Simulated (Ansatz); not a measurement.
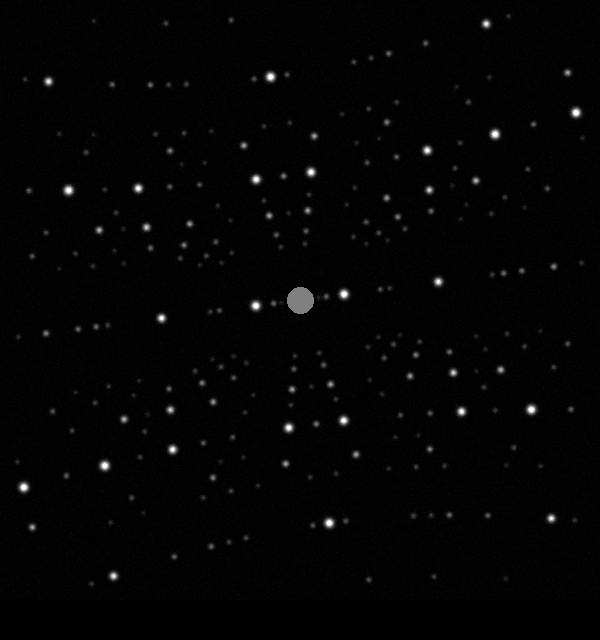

Simulated back-reflection Laue pattern (white X-rays, 0.45 to 2.2 Å, flat plate covering ±45° about the beam, kinematic intensities, seen from the source).

Question: What symmetry does the pattern show?

Answer: 2mm: a twofold axis with two mirror lines.

The crystal is SiGe2, space group I4_1/amd (No. 141), a = 3.30 Å, c = 21.12 Å. Structure: the end point of a relaxation with DFT PBE, scalar-relativistic, plane waves, PAW (Ansatz); the starting structure was generated, so it need not be a known form of this composition.

The direction [110] points towards the source.
